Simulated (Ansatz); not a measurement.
```yaml
atoms:
  - { symbol: B, position_ang: [-0.1351, -0.2932, -0.1948] }
  - { symbol: H, position_ang: [-0.1003, -0.5189, 0.9822] }
  - { symbol: O, position_ang: [1.0064, -0.1907, -0.9297] }
  - { symbol: H, position_ang: [1.7971, -0.2525, -0.4202] }
  - { symbol: N, position_ang: [-1.3782, -0.1987, -0.8251] }
  - { symbol: H, position_ang: [-2.2421, -0.2331, -0.3297] }
  - { symbol: H, position_ang: [-1.4673, 0.0322, -1.7935] }
  - { symbol: Cl, position_ang: [0.1007, 2.4082, 1.2574] }
  - { symbol: H, position_ang: [-0.1700, 1.1958, 1.7133] }
```

Not at a stationary point (largest force 1.6 eV/Å).

All numbers below come from Ansatz 0.2.0, RHF/cc-pVDZ.

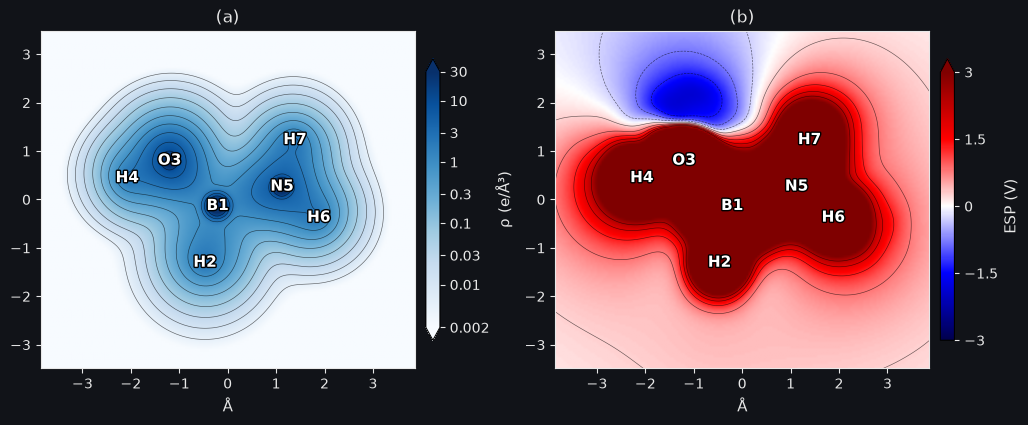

BH4NO···HCl. (a) electron density; (b) molecular electrostatic potential on the plane of atoms H2, B1 and N5.

Question: Interpret the plot.

Answer:
- The plane passes through B, H, O and N nuclei.
- B–O (1.36 Å): the density is about 2.1 e/Å³ at the midpoint.
- B–N (1.40 Å): ρ is about 2 e/Å³ halfway.
- O–H (0.94 Å): the density is about 3.9 e/Å³ at the midpoint.
- N–H (1.00 Å): ρ at the midpoint is about 2.9 e/Å³.
- B–H (1.20 Å): the density is about 1.2 e/Å³ at the midpoint.
- Outside the dense part of the complex the potential is most negative (−1.9 V) near O3.
